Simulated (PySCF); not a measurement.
C4H9FO2Si

```yaml
atoms:
  - { symbol: C, position_ang: [-2.0574, 0.9472, 0.5841] }
  - { symbol: C, position_ang: [-1.7351, -0.1324, -0.4415] }
  - { symbol: C, position_ang: [-0.7223, -1.1412, 0.0943] }
  - { symbol: O, position_ang: [0.5321, -0.5177, 0.3883] }
  - { symbol: C, position_ang: [1.4016, -0.3548, -0.6091] }
  - { symbol: O, position_ang: [1.1984, -0.7015, -1.7467] }
  - { symbol: Si, position_ang: [3.0008, 0.4753, 0.0540] }
  - { symbol: F, position_ang: [3.9132, -0.7140, 0.6402] }
  - { symbol: H, position_ang: [-1.1512, 1.4704, 0.8810] }
  - { symbol: H, position_ang: [-2.7542, 1.6698, 0.1667] }
  - { symbol: H, position_ang: [-2.5060, 0.5065, 1.4718] }
  - { symbol: H, position_ang: [-2.6417, -0.6753, -0.7133] }
  - { symbol: H, position_ang: [-1.3287, 0.3211, -1.3475] }
  - { symbol: H, position_ang: [-0.5542, -1.9339, -0.6417] }
  - { symbol: H, position_ang: [-1.0582, -1.5721, 1.0395] }
  - { symbol: H, position_ang: [3.7701, 1.0556, -1.0307] }
  - { symbol: H, position_ang: [2.6858, 1.3091, 1.2007] }
```

Geometry: GFN2-xTB.

Computed with CAM-B3LYP/def2-SVPD, SCF density, gas phase (PySCF).

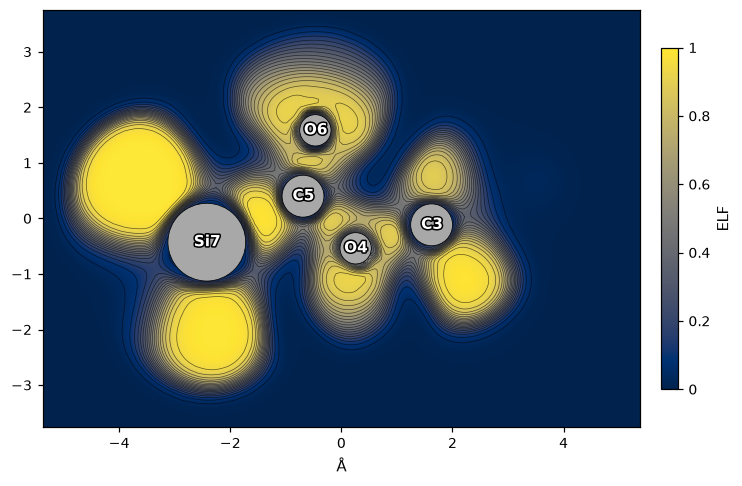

Figure 1. ELF on the plane of atoms O4, C5 and O6. Grey discs cover the atomic cores.

> What do the fields say about this system?

The section cuts through C, O and Si sites. C–O (1.21 Å): the ELF peaks at about 0.90 between the atoms (a short, multiple covalent bond). C–Si (1.92 Å): the ELF peaks at about 1 between the atoms; localised, covalent bonding. C–O (1.33 Å): the ELF peaks at about 0.90 between the atoms (a polar covalent bond). The ELF also peaks beside O4 and O6, away from the bonds: lone-pair regions.

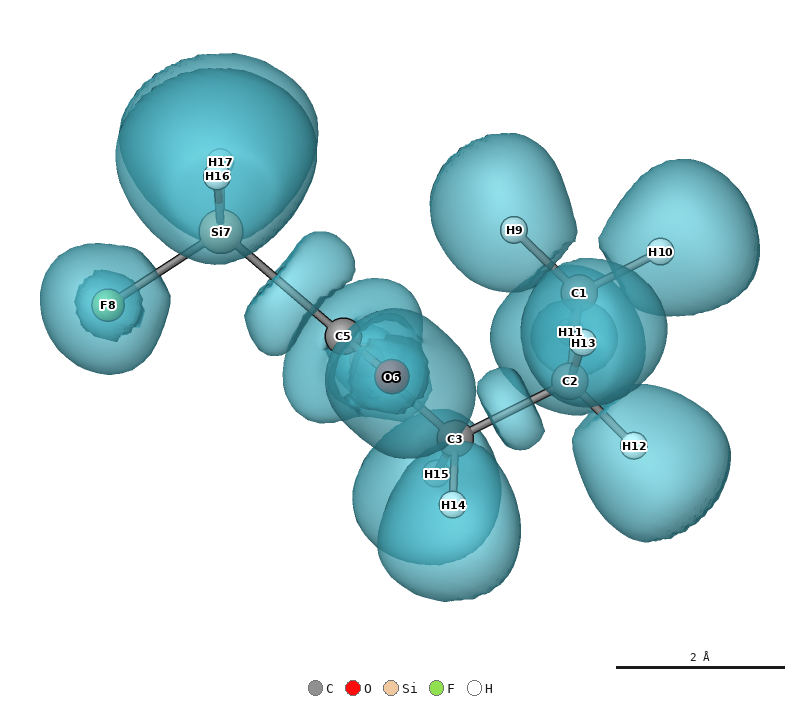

Figure 2. Isosurface of the electron localisation function at 0.75 (cyan), seen at a tilt. Core shells and regions of very low density are left out.

> Identify the bonds, lone pairs and shells in this picture.

The ELF exceeds this value in two regions between bonded C–C atoms (shared pairs), one region between bonded C–Si atoms (shared pairs), nine regions around hydrogen nuclei, two regions on O in which the atom's valence shell and bonds are merged and one region wrapped around F (its lone pairs, merged into a ring or cap). Along the contacts the grid gives the following. C–C (1.52 Å): the ELF peaks at about 0.95 between the atoms; a covalent bond.

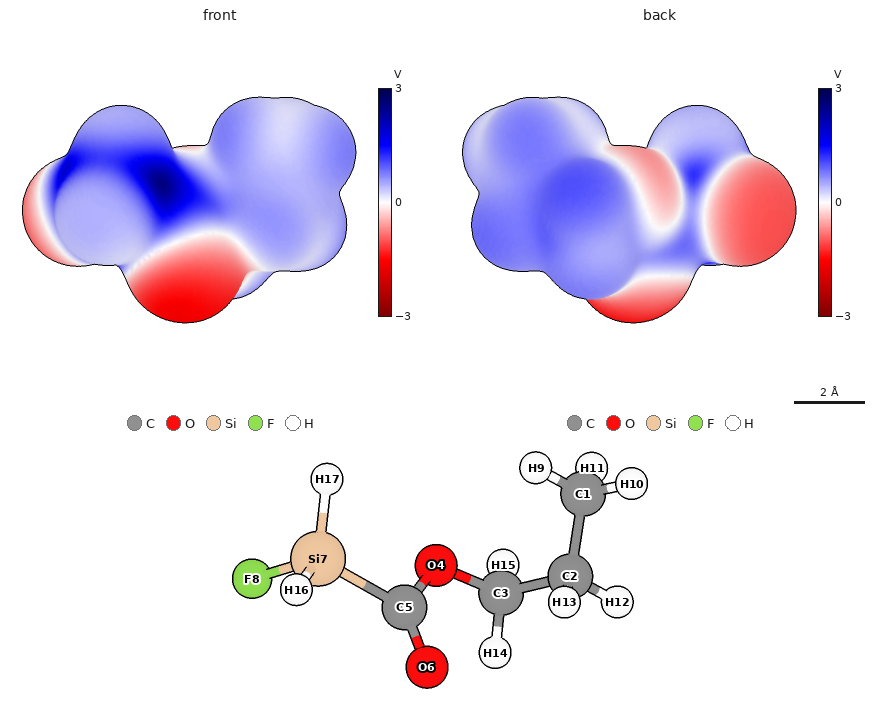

Figure 3. The molecular electrostatic potential painted on the density surface at 0.002 e/bohr³, seen from the front and from behind; red is negative and blue positive. The bare structure is drawn below in the same view.

> Describe the electrostatic potential map.

The most negative region (about −1.5 V) lies over O6, the most positive (about +2.2 V) over Si7. O6 is the likeliest acceptor of a hydrogen bond.
